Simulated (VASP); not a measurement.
Band structure of HfS2 (1T layered). Computed with modified Becke-Johnson potential (mBJ), VASP's PBE PAW potentials (set 64) (plane waves; VASP).

mBJ is a potential without an energy functional, so only the levels count. Without a dispersion term in the relaxation, distances and binding between the weakly bound layers, chains or molecules are unreliable, and so is what depends on them. Unless said otherwise, spin-orbit coupling is left out, though it shifts the bands of the heavy elements here.

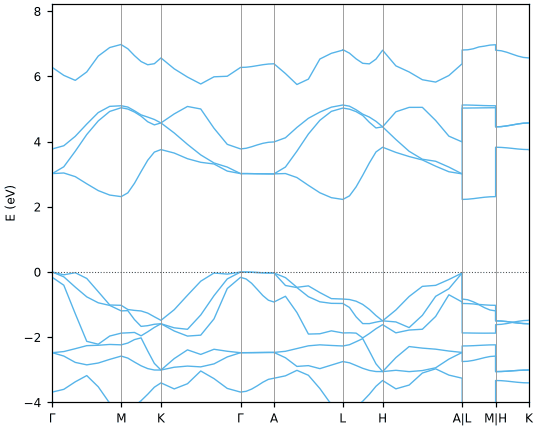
Figure: Bands along high-symmetry lines, zero at the valence-band maximum or, without a gap, the Fermi level

Read the plot: is there a gap, and where are the band edges?

The gap is indirect, 2.23 eV, from the valence maximum at Γ to the conduction minimum at L.

Measured: gap 1.80 eV (computed value off by +0.43 eV), as given by Miłosz Rybak et al., Nanomaterials (2022), arXiv:2210.12074.

The compound is HfS2 in the 1T layered structure. It was relaxed first, which changed the volume by +12 %. The cell's shape comes from a PBE relaxation.
